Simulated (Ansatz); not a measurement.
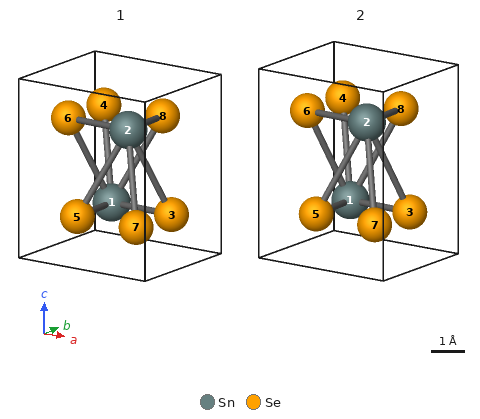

Two geometries of crystalline SnSe₃ (built on the Ni3Sn (D0_19)_194 type), drawn at one scale. One is the start of a relaxation, the other its converged end. The picture is a ball-and-stick view of the cell of the calculation, seen slightly off an axis.

All numbers below come from DFT PBE, scalar-relativistic, plane waves, PAW in Ansatz. (plane-wave cutoff 420 eV; k-point mesh 6 × 6 × 8; occupations gaussian; smearing width 0.1 eV; no spin polarisation; cell and atoms relaxed; force threshold 0.01 eV/Å; at most 80 steps)

### Which of the two is the end point?

Structure 2 is the relaxed one. Case: Ni3Sn (D0_19) type (P6_3/mmc, No. 194). The largest moves relative to the cell, 0.014 Å, are those of Se3, Se4, Se5, Se6, Se7 and Se8. Se5 goes along [−2 −1 0]. Sn stays in place. Cell: a = b 6.225 → 6.142 Å (−1.3 %), c 5.521 → 5.826 Å (+5.5 %). Volume +2.7 %. Near-neighbour distances that change, for instance: Sn1–Se4 3.229 → 3.355 Å, Sn1–Se3 3.115 → 3.073 Å. The space group stays P6_3/mmc (No. 194). The energy falls by 7.1 meV per atom in 4 accepted moves (5 points after the start). The largest force component goes from 0.025 to 0.001 eV/Å. The pressure goes from 0.89 to 0.01 GPa. At 1 point the geometry stayed and the basis and grid were re-selected for the new cell (energy shift of 0.1 meV per atom at most each time).
